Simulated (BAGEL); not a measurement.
# C2H6Si (vinylsilane): HF/STO-3G (density fitting with qzvpp-jkfit)

Aim: the vertical ionisation energy of C2H6Si (vinylsilane) at HF/STO-3G (density fitting with qzvpp-jkfit), from 2 runs. 

The calculation is run with BAGEL 1.2.2.

## (1) The structure to begin with

C2H6Si: 9 atoms, total charge 0, spin state singlet. SMILES: `C=C[SiH3]`. The coordinates come from a PBE0-D4/def2-TZVP relaxation.

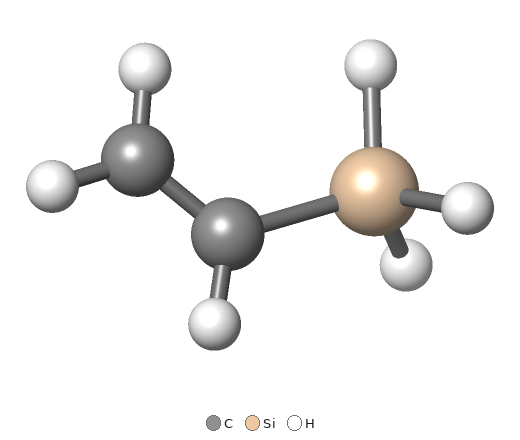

The structure, seen from a chosen angle (carbon grey, silicon light orange, hydrogen white).

## (2) A single-point energy at HF/STO-3G (density fitting with qzvpp-jkfit)

input.json

```json
{ "bagel": [

{
  "title": "molecule",
  "basis": "sto-3g",
  "df_basis": "qzvpp-jkfit",
  "angstrom": true,
  "geometry": [
    { "atom": "C", "xyz": [      -0.713700,       0.870200,      -1.048300 ] },
    { "atom": "C", "xyz": [      -0.071300,       0.712500,       0.105600 ] },
    { "atom": "Si", "xyz": [       0.560600,      -0.932000,       0.700100 ] },
    { "atom": "H", "xyz": [      -0.905700,       0.033000,      -1.713900 ] },
    { "atom": "H", "xyz": [      -1.076700,       1.838600,      -1.381500 ] },
    { "atom": "H", "xyz": [       0.089400,       1.592000,       0.727600 ] },
    { "atom": "H", "xyz": [       2.035800,      -0.893900,       0.893800 ] },
    { "atom": "H", "xyz": [       0.223400,      -1.972400,      -0.307300 ] },
    { "atom": "H", "xyz": [      -0.053200,      -1.294300,       2.006700 ] }
  ]
},

{ "title": "hf" },

{ "title": "print", "file": "orbitals.molden", "orbitals": true }

]}
```

Run with:

```bash
BAGEL_NUM_THREADS=1 BAGEL input.json > input.out
```

The log of the run:

```text
* using 1 threads per process

  ===============================================================
  ===============================================================

  *** Geometry ***

  { "atom" : "C", "xyz" : [     -1.348698,      1.644440,     -1.981000 ] },
  { "atom" : "C", "xyz" : [     -0.134737,      1.346430,      0.199555 ] },
  { "atom" : "Si", "xyz" : [      1.059380,     -1.761225,      1.322997 ] },
  { "atom" : "H", "xyz" : [     -1.711525,      0.062361,     -3.238802 ] },
  { "atom" : "H", "xyz" : [     -2.034668,      3.474450,     -2.610657 ] },
  { "atom" : "H", "xyz" : [      0.168942,      3.008444,      1.374965 ] },
  { "atom" : "H", "xyz" : [      3.847104,     -1.689226,      1.689037 ] },
  { "atom" : "H", "xyz" : [      0.422165,     -3.727296,     -0.580713 ] },
  { "atom" : "H", "xyz" : [     -0.100533,     -2.445873,      3.792113 ] },

  Number of auxiliary basis functions:      386

  Since a DF basis is specified, we compute 2- and 3-index integrals:
    o Being stored without compression. Storage requirement is 0.002 GB

  Number of basis functions:       25
  Number of electrons      :       32

    * METHOD: MOLECULE                             0.10

  *** RHF ***

  === Nuclear Repulsion ===
    98.3219083629

      * DIIS with orbital gradients will be used.

  === RHF iteration (sto-3g) ===
      0       -363.83740513          0.00732429           0.01
      1       -363.85540768          0.00174286           0.01
      2       -363.85645362          0.00026700           0.01
      3       -363.85646993          0.00009201           0.01
      4       -363.85647134          0.00001220           0.01
      5       -363.85647140          0.00000363           0.01
      6       -363.85647140          0.00000105           0.01
      7       -363.85647140          0.00000011           0.01
      8       -363.85647140          0.00000001           0.01
      9       -363.85647140          0.00000000           0.01
    * SCF iteration converged.

    * Permanent dipole moment:
           (   -0.016125,    -0.004628,    -0.032021) a.u.

    * METHOD: HF                                   0.13

    * METHOD: PRINT                                0.00

  ===============================================================
```

Run time: 0.37 s. Hardware: 1 thread of Arm Neoverse V1, shared host; peak memory 0.085 GiB.

## (3) The doublet cation at the same level

input.json

```json
{ "bagel" : [

{
  "title" : "molecule",
  "basis" : "sto-3g",
  "df_basis" : "qzvpp-jkfit",
  "angstrom" : true,
  "geometry" : [
    { "atom" : "C", "xyz" : [      -0.713700,       0.870200,      -1.048300 ] },
    { "atom" : "C", "xyz" : [      -0.071300,       0.712500,       0.105600 ] },
    { "atom" : "Si", "xyz" : [       0.560600,      -0.932000,       0.700100 ] },
    { "atom" : "H", "xyz" : [      -0.905700,       0.033000,      -1.713900 ] },
    { "atom" : "H", "xyz" : [      -1.076700,       1.838600,      -1.381500 ] },
    { "atom" : "H", "xyz" : [       0.089400,       1.592000,       0.727600 ] },
    { "atom" : "H", "xyz" : [       2.035800,      -0.893900,       0.893800 ] },
    { "atom" : "H", "xyz" : [       0.223400,      -1.972400,      -0.307300 ] },
    { "atom" : "H", "xyz" : [      -0.053200,      -1.294300,       2.006700 ] }
  ]
},

{ "title" : "uhf", "charge" : 1, "nopen" : 1 },

{ "title" : "print", "file" : "orbitals.molden", "orbitals" : true }

]}
```

Run with:

```bash
BAGEL_NUM_THREADS=1 BAGEL input.json > input.out
```

The log of the run:

```text
* using 1 threads per process

  ===============================================================
  ===============================================================

  *** Geometry ***

  { "atom" : "C", "xyz" : [     -1.348698,      1.644440,     -1.981000 ] },
  { "atom" : "C", "xyz" : [     -0.134737,      1.346430,      0.199555 ] },
  { "atom" : "Si", "xyz" : [      1.059380,     -1.761225,      1.322997 ] },
  { "atom" : "H", "xyz" : [     -1.711525,      0.062361,     -3.238802 ] },
  { "atom" : "H", "xyz" : [     -2.034668,      3.474450,     -2.610657 ] },
  { "atom" : "H", "xyz" : [      0.168942,      3.008444,      1.374965 ] },
  { "atom" : "H", "xyz" : [      3.847104,     -1.689226,      1.689037 ] },
  { "atom" : "H", "xyz" : [      0.422165,     -3.727296,     -0.580713 ] },
  { "atom" : "H", "xyz" : [     -0.100533,     -2.445873,      3.792113 ] },

  Number of auxiliary basis functions:      386

  Since a DF basis is specified, we compute 2- and 3-index integrals:
    o Being stored without compression. Storage requirement is 0.002 GB

  Number of basis functions:       25
  Number of electrons      :       32

    * METHOD: MOLECULE                             0.11

  *** Open-shell HF ***

  === Nuclear Repulsion ===
    98.3219083629

      * DIIS with orbital gradients will be used.

  === UHF iteration (sto-3g) ===
      0       -363.52129472          0.03089454           0.02
      1       -363.58572024          0.00649228           0.02
      2       -363.58974979          0.00234504           0.02
      3       -363.59046353          0.00103981           0.02
      4       -363.59074106          0.00040924           0.02
      5       -363.59079154          0.00018642           0.02
      6       -363.59080852          0.00008976           0.02
      7       -363.59081287          0.00003086           0.02
      8       -363.59081350          0.00000206           0.01
      9       -363.59081353          0.00000082           0.02
     10       -363.59081355          0.00000032           0.02
     11       -363.59081355          0.00000014           0.01
     12       -363.59081355          0.00000005           0.01
     13       -363.59081355          0.00000003           0.01
     14       -363.59081355          0.00000001           0.02
     15       -363.59081355          0.00000000           0.03
    * SCF iteration converged.

    * S^2 (UHF) is 0.7547

    * Permanent dipole moment:
           (    0.598476,    -1.195833,     0.694892) a.u.

    * METHOD: UHF                                  0.40

    * METHOD: PRINT                                0.00

  ===============================================================
```

Wall time 0.65 s (1 thread of Arm Neoverse V1, shared host); peak memory 0.085 GiB.

## (4) What came out

Level: HF/STO-3G (density fitting with qzvpp-jkfit).

| quantity | value |
| --- | --- |
| singlet C2H6Si: total energy | -363.85647 Eh |
| singlet C2H6Si: dipole moment | 0.09 D |
| singlet C2H6Si: HOMO energy | -8.51 eV |
| singlet C2H6Si: LUMO energy | 8.52 eV |
| singlet C2H6Si: HOMO–LUMO gap | 17.02 eV |
| doublet cation: total energy | -363.59081 Eh |
| doublet cation: ⟨S²⟩ | 0.755 |
| vertical ionisation energy (to the doublet cation) | 7.229 eV |

The vertical ionisation energy comes to 7.23 eV (167 kcal/mol). The negative HOMO energy of the first species, 8.51 eV, lies 1.28 eV above that difference. In a minimal basis such a difference can be off by several eV, whatever the method.
